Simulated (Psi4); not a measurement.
**MP3/cc-pVDZ run of CH5BN2 (SMILES NC1BN1)**

What is the energy change on altering one bond length of CH5BN2 at MP3/cc-pVDZ? 

Program for the calculation: Psi4 1.11.

3 further runs of the same task are left out: 3 that didn't finish. Runs told in other sessions of the task aren't counted.

### Step 1. Starting point

CH5BN2 has 9 atoms, charge 0, and is taken as a singlet. SMILES: `NC1BN1`. The shape is that of a PBE0-D4/def2-TZVP optimisation. This is one conformer, not always the lowest.

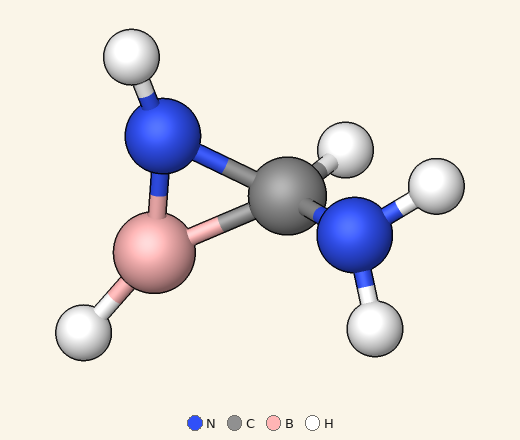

Viewed from a chosen angle; nitrogen blue, carbon grey, boron pink, hydrogen white.

### Step 2. The energy at MP3/cc-pVDZ

File ch5bn2.py:

```python
import psi4

psi4.set_memory(2200000000)
psi4.set_num_threads(1)
psi4.set_output_file('run.log', False)

molecule = psi4.geometry("""
0 1
N      0.27004186     2.25708888    -1.21055856
C     -0.68823825    -0.14588686    -0.42008612
B      1.11720608    -2.25652197     0.57296496
N     -0.24660926    -0.88798231     2.21381415
H      1.48154528     2.11157997    -2.67774192
H     -1.11474944     3.48200936    -1.68639159
H     -2.58212178    -0.59942113    -1.10114341
H      2.67245069    -3.85315157     0.36792968
H     -0.74228442    -0.19501974     3.90852054
units bohr
symmetry c1
""")

psi4.set_options({
    'basis': 'cc-pVDZ',
    'reference': 'rhf',
    'puream': True,
    'e_convergence': 1e-09,
    'd_convergence': 1e-08,
    'scf_type': 'pk',
    'num_frozen_docc': 4,
    'mp_type': 'conv',
})

e, wfn = psi4.energy('mp3', return_wfn=True)
print('E =', round(e, 9))
```

Run with:

```
$ python ch5bn2.py
```

run.log:

```text
[...]
  Running in c1 symmetry.
[...]
  Nuclear repulsion =  109.448343824490209
[...]
  Multiplicity = 1
[...]
  Nalpha       = 15
  Nbeta        = 15
[...]
    Number of basis functions: 81
[...]
   @RHF iter   1:  -174.22162435087071   -5.18585e-01   5.64948e-03 DIIS/ADIIS
[...]
   @RHF iter  12:  -174.33141250858426   -1.11413e-11   8.57733e-09 DIIS
[...]
    Orbital Energies [Eh]
    ---------------------
    Doubly Occupied:
       1A    -15.552303     2A    -15.532698     3A    -11.264772
       4A     -7.602796     5A     -1.233796     6A     -1.134796
       7A     -0.846818     8A     -0.734550     9A     -0.649789
      10A     -0.619217    11A     -0.600832    12A     -0.506973
      13A     -0.419887    14A     -0.395604    15A     -0.370656
[...]
  @RHF Final Energy:  -174.33141250858426
   => Energetics <=
    Nuclear Repulsion Energy =            109.4483438244902089
    One-Electron Energy =                -452.6285419588930949
    Two-Electron Energy =                 168.8487856258186071
    Total Energy =                       -174.3314125085842647
[...]
 Multipole Moments:
 ------------------------------------------------------------------------------------
     Multipole            Electronic (a.u.)      Nuclear  (a.u.)        Total (a.u.)
 ------------------------------------------------------------------------------------
 L = 1.  Multiply by 2.5417464519 to convert [e a0] to [Debye]
 Dipole X            :          0.5124927           -0.8489416           -0.3364489
 Dipole Y            :         -1.6934945            1.8335889            0.1400944
 Dipole Z            :          1.2593348           -1.3772831           -0.1179483
 Magnitude           :                                                    0.3830614
[...]
	SCS-MP2 Total Energy (a.u.)        :  -174.87850573604766
	SOS-MP2 Total Energy (a.u.)        :  -174.87407384030945
[...]
	SOS-PI-MP2 Total Energy (a.u.)     :  -174.91581701967291
[...]
	MP2 Total Energy (a.u.)            :  -174.88736952752410
[...]
	SCS-MP3 Total Energy (a.u.)        :  -174.88550908972746
[...]
	MP3 Total Energy (a.u.)            :  -174.91538294224333
[...]
```

The script printed:

```text
E = -174.915382942
```

Wall time 6.6 s (1 thread of Intel Xeon Platinum 8488C (Sapphire Rapids), shared host); peak memory 0.47 GiB.

### Step 3. The distorted shape

File ch5bn2.xyz:

```xyz
9
CH5BN2
N      0.362742     0.999938    -0.565059
C     -0.144358    -0.271662    -0.146759
B      0.811042    -1.388562     0.378741
N      0.089342    -0.664362     1.247041
H      1.003842     0.922938    -1.341459
H     -0.589900     1.842600    -0.892400
H     -1.146558    -0.511662    -0.507159
H      1.634042    -2.233462     0.270241
H     -0.172958    -0.297662     2.143841
```

File run.py:

```python
import numpy as np
from ase.calculators.psi4 import Psi4
from ase.io import read

a = read('ch5bn2.xyz')
calc = Psi4(atoms=a, method='mp3', basis='cc-pVDZ', memory='2200MB', num_threads=1, charge=0, multiplicity=1, label='psi4-calc')
calc.psi4.set_options({'puream': True, 'e_convergence': 1e-09, 'd_convergence': 1e-08, 'scf_type': 'pk', 'num_frozen_docc': 4, 'mp_type': 'conv'})
a.calc = calc

print(f'energy: {a.get_potential_energy():.6f} eV')
```

Run with:

```
$ python run.py
```

psi4-calc.dat:

```text
[...]
  Running in c1 symmetry.
[...]
  Nuclear repulsion =  108.231898851489916
[...]
  Multiplicity = 1
[...]
  Nalpha       = 15
  Nbeta        = 15
[...]
    Number of basis functions: 81
[...]
   @RHF iter   1:  -174.15957146341447   -6.54706e-01   5.71725e-03 DIIS/ADIIS
[...]
   @RHF iter  13:  -174.28290542217962   -3.18323e-12   4.57864e-09 DIIS
[...]
    Orbital Energies [Eh]
    ---------------------
    Doubly Occupied:
       1A    -15.561242     2A    -15.554974     3A    -11.267902
       4A     -7.605641     5A     -1.233071     6A     -1.112234
       7A     -0.842114     8A     -0.735977     9A     -0.624785
      10A     -0.604288    11A     -0.578387    12A     -0.508311
      13A     -0.412889    14A     -0.393980    15A     -0.371364
[...]
  @RHF Final Energy:  -174.28290542217962
   => Energetics <=
    Nuclear Repulsion Energy =            108.2318988514899161
    One-Electron Energy =                -450.2152871325255319
    Two-Electron Energy =                 167.7004828588559917
    Total Energy =                       -174.2829054221796241
[...]
 Multipole Moments:
 ------------------------------------------------------------------------------------
     Multipole            Electronic (a.u.)      Nuclear  (a.u.)        Total (a.u.)
 ------------------------------------------------------------------------------------
 L = 1.  Multiply by 2.5417464519 to convert [e a0] to [Debye]
 Dipole X            :          0.7115457           -1.0403018           -0.3287561
 Dipole Y            :         -1.9343544            2.0028573            0.0685029
 Dipole Z            :          1.3499211           -1.4430373           -0.0931162
 Magnitude           :                                                    0.3484880
[...]
	SCS-MP2 Total Energy (a.u.)        :  -174.83848069158728
	SOS-MP2 Total Energy (a.u.)        :  -174.83435678144588
[...]
	SOS-PI-MP2 Total Energy (a.u.)     :  -174.87677611677404
[...]
	MP2 Total Energy (a.u.)            :  -174.84672851187005
[...]
	SCS-MP3 Total Energy (a.u.)        :  -174.84533458407842
[...]
	MP3 Total Energy (a.u.)            :  -174.87414408183460
[...]
```

Standard output:

```text
energy: -4758.567840 eV
```

Wall time 6.9 s (1 thread of Intel Xeon Platinum 8488C (Sapphire Rapids), shared host); peak memory 0.47 GiB.

### Step 4. What came out

Level: MP3/cc-pVDZ, 4 core orbitals frozen.

```
                                                         quantity          value
                                        first shape: total energy  -174.91538 Eh
                 first shape: HOMO energy (Hartree–Fock orbitals)      -10.09 eV
                 first shape: LUMO energy (Hartree–Fock orbitals)        4.23 eV
               first shape: HOMO–LUMO gap (Hartree–Fock orbitals)       14.32 eV
         first shape: correlation energy (4 core orbitals frozen)     -584.0 mEh
                                    distorted shape: total energy  -174.87414 Eh
             distorted shape: HOMO energy (Hartree–Fock orbitals)      -10.11 eV
             distorted shape: LUMO energy (Hartree–Fock orbitals)        3.90 eV
           distorted shape: HOMO–LUMO gap (Hartree–Fock orbitals)       14.00 eV
     distorted shape: correlation energy (4 core orbitals frozen)     -591.2 mEh
energy change with the N1–H6 bond stretched from 1.010 to 1.313 Å       1.122 eV
```

**Reading.** With the N1–H6 bond stretched from 1.010 to 1.313 Å the energy rises by 1.12 eV (108 kJ/mol). The first shape isn't relaxed at this level, so the change isn't measured from a minimum.
